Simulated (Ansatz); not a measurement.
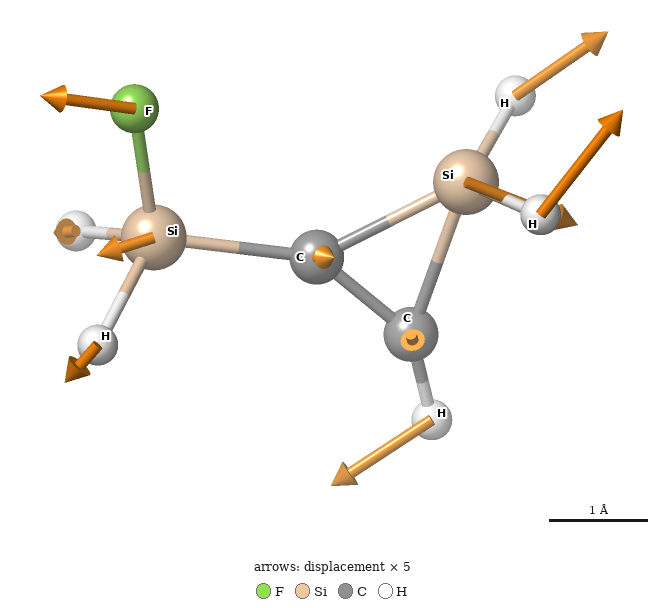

A relaxation of C2H5FSi2 (coarse preliminary run). The starting structure is drawn; orange arrows show the displacements, magnified 5 times. The two geometries are superimposed by the best rigid fit.

A ball-and-stick model, seen at a tilt.

The start comes from a force field.

These are results of Ansatz, RKS PBE-D4/def2-SVP, not measurements. Settings: force threshold 0.03 eV/Å; at most 200 steps.

Describe the change and its energy.

Answer. Over 5 geometry steps the energy falls by 23.6 kcal/mol. Largest force component: 4 eV/Å at the start, 0.022 eV/Å at the end. The largest move after the best rigid fit is that of an H atom, 0.28 Å. By element the largest moves are H 0.28 Å, Si 0.26 Å, F 0.21 Å, C 0.06 Å. Near-neighbour distances that change, for instance: C–Si 1.712 → 1.854 Å, C–Si 1.739 → 1.862 Å, F–Si 1.544 → 1.640 Å, C–H 1.048 → 1.103 Å. Bond angles that change, for instance: C–Si–H 106.7° → 121.0°, C–Si–H 110.5° → 121.1°, H–Si–H 122.9° → 113.4°. The run took 12 s on 4 threads of Arm Neoverse N1 (shared host).
